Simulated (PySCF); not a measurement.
# C$_{5}$H$_{7}$NOS (SMILES CS/C=C/OCC#N): what the fields show

```xyz
15

C     3.1106    1.0175    0.2689
S     2.3828   -0.6415    0.0935
C     0.6944   -0.2349    0.2929
C    -0.2638   -1.1470    0.4167
O    -1.5890   -0.8097    0.5883
C    -2.2596   -0.4167   -0.5983
C    -3.5836    0.0659   -0.2642
N    -4.6276    0.4534   -0.0130
H     2.8788    1.4127    1.2533
H     4.1835    0.8983    0.1608
H     2.7305    1.6691   -0.5125
H     0.4762    0.8224    0.3011
H    -0.0529   -2.2098    0.4190
H    -1.7173    0.3903   -1.1166
H    -2.3631   -1.2701   -1.2898
```

Geometry: GFN2-xTB.

These are results of PBE0/pcSseg-1, SCF density, in a dimethylsulfoxide solvent model, non-relativistic in PySCF 2.14.0, not measurements.

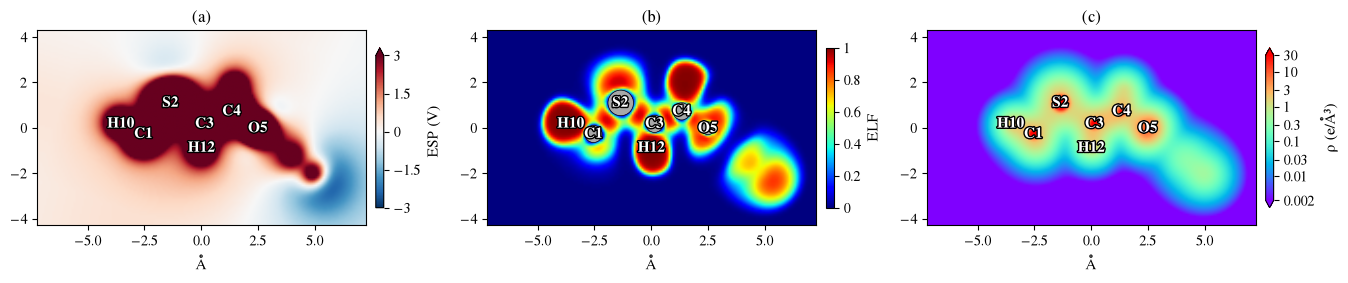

Figure 1. (a) electrostatic potential; (b) electron localisation function; (c) total electron density on the plane of atoms C1, S2 and C3. Grey discs cover the atomic cores in the ELF map.

### What does the map show?

- Atoms in the plane: C, S, O and H.
- C–C (1.33 Å): ρ at the midpoint is about 2.3 e/Å³; the ELF peaks at about 0.90 between the atoms: a short, multiple covalent bond.
- C–O (1.38 Å): ρ at the midpoint is about 2.2 e/Å³, with its minimum of 1.9 e/Å³ about 0.5 Å from C; the ELF peaks at about 0.90 between the atoms: a shared but strongly polarised pair.
- C–S (1.75 Å): ρ at the midpoint is about 1.4 e/Å³; the ELF peaks at about 0.95 between the atoms, as expected for a shared electron pair.
- C–H (1.08 Å): the density is about 2.1 e/Å³ at the midpoint; the ELF climbs to about 1 towards the hydrogen, as it does in any bond to H: an ordinary covalent bond to hydrogen.
- The ELF also peaks beside N8, O5 and S2, away from the bonds: lone-pair regions.
- Outside the dense part of the molecule the potential is most negative (−2.4 V) near N8, which lies off the plane.

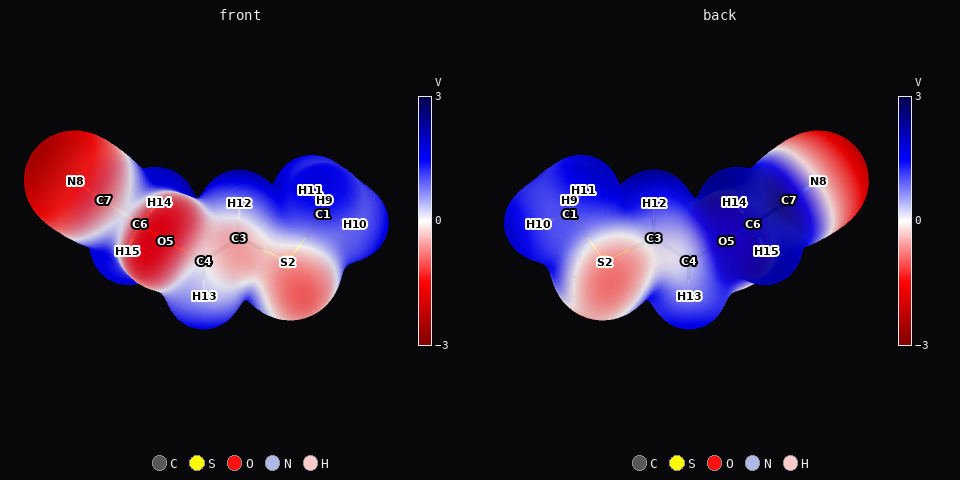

Figure 2. The molecular electrostatic potential painted on the density surface at 0.004 e/bohr³, seen from the front and from behind; red is negative and blue positive.

### Which sites attract a positive test charge, and which a negative one?

A positive charge is drawn to the negative regions and a negative charge to the positive ones. The most negative region (about −2.4 V, or −55 kcal/mol for a unit charge) lies over N8, the most positive (about +2.4 V, or +55 kcal/mol for a unit charge) over C6 and H14. N8 is the likeliest acceptor of a hydrogen bond.
